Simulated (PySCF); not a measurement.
**F$_{2}$Lu (charge +1): density, localisation and related maps**

```tsv
atom	x (Å)	y (Å)	z (Å)
Lu	0.0000	0.0000	-0.3121
F	1.5251	0.0000	0.7645
F	-1.5251	0.0000	0.7645
```

These are results of RKS PBE0, Lu def2-SVP with ECP28, F def2-SVP; non-relativistic Hamiltonian with scalar-relativistic core potentials where named; density fitting (PySCF), not measurements.

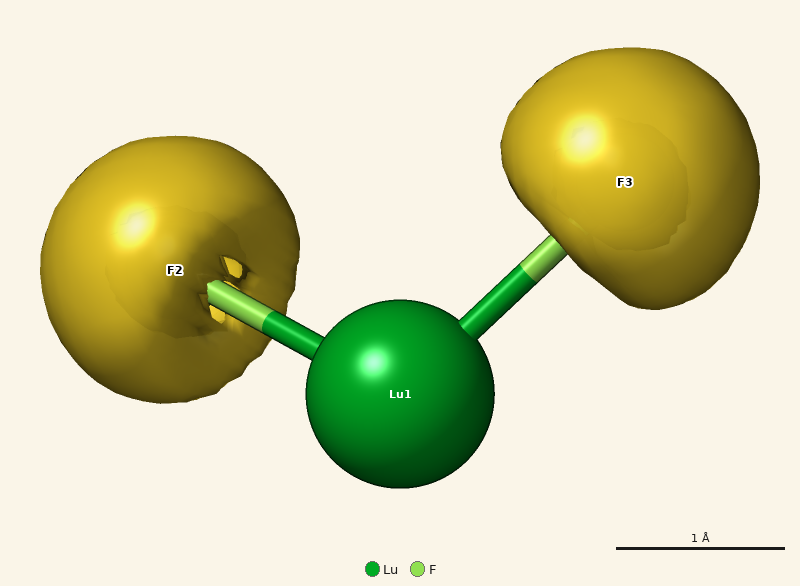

Figure 1. Isosurface of the ELF at 0.75 (yellow), seen at a tilt. Only the valence region is drawn (cores and ρ < 0.01 e/Å³ removed).

Describe the localisation domains.

At this value the surface marks out two regions wrapped around F (the valence shell of each). Profiles from the grid: Lu–F (1.87 Å): the ELF peaks at about 0.85 in the valence shell of F, 0.5 Å from its nucleus, and drops to about 0.20 between the two atoms.

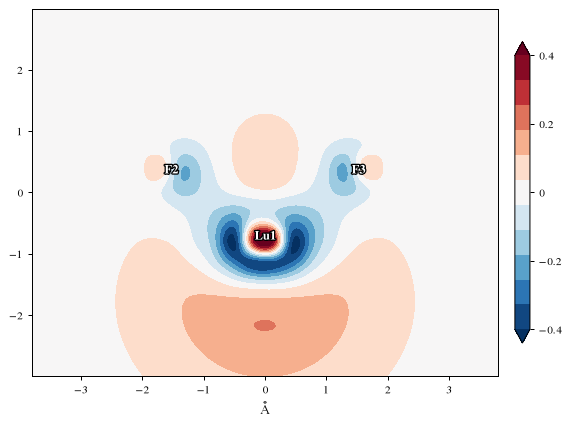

Figure 2. The LUMO on the molecular plane (values in Å⁻³ᐟ²; the overall sign is arbitrary).

Where does this orbital lie, and at what energy?

It lies mainly on Lu1 (about 95 %). Its energy is −8.69 eV.

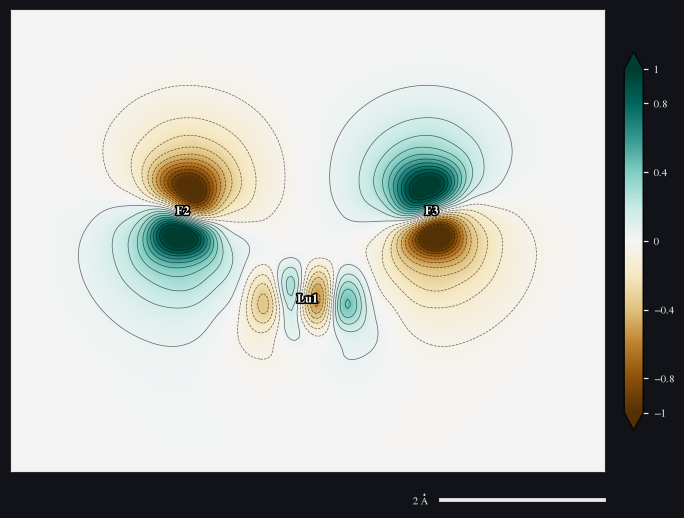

Figure 3. The HOMO on the molecular plane (values in Å⁻³ᐟ²; the overall sign is arbitrary).

Describe this orbital and give its energy.

Its weight (Hirshfeld) is mainly on F2 (about 45 %), F3 (about 45 %) and Lu1 (about 10 %); it is symmetric in the molecular plane (an in-plane orbital: σ, lone-pair or in-plane π type); largely a combination of lone pairs on F2 and F3. Its energy is −16.39 eV.
